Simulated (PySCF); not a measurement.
# C3HN (Cyanoacetylene): the cost of one run

Programs: PySCF 2.14.0, with routines of our own; each step states its level. All values are computed. Atoms count from 0.

## 1. The system as given

5 atoms, charge 0, multiplicity 1; geometry from: GFN2-xTB.

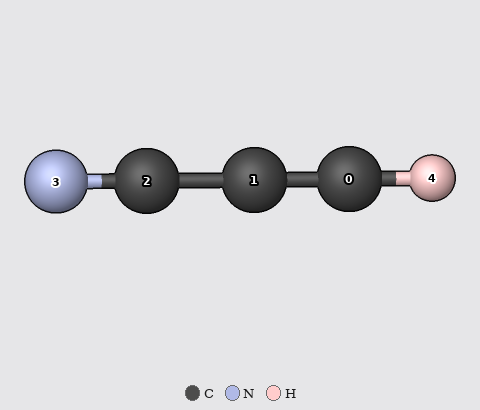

The starting geometry (carbon dark grey, nitrogen light blue, hydrogen pink).

## 2. Relaxing the molecule at B3LYP/def2-TZVP

Job settings and geometry (Å):

```
{"job": {"xc": "B3LYP", "basis": "def2-TZVP", "grid": 1, "kind": "geom"}, "charge": 0, "multiplicity": 1}
C     -1.274482    -0.173263    -0.000599
C     -0.081631    -0.011007     0.018928
C      1.271265     0.172231     0.043827
N      2.408523     0.327503     0.065446
H     -2.315053    -0.312612    -0.015927
```

Command:

```
$ OMP_NUM_THREADS=1 python excited_run.py task.json out
```

The driver reads the jobs from task.json and runs them one after another.

Q: Estimate the wall time and peak memory of this first job on 1 thread of Arm Neoverse V1, shared host.

About 5.9 s, with a peak of 0.44 GiB.
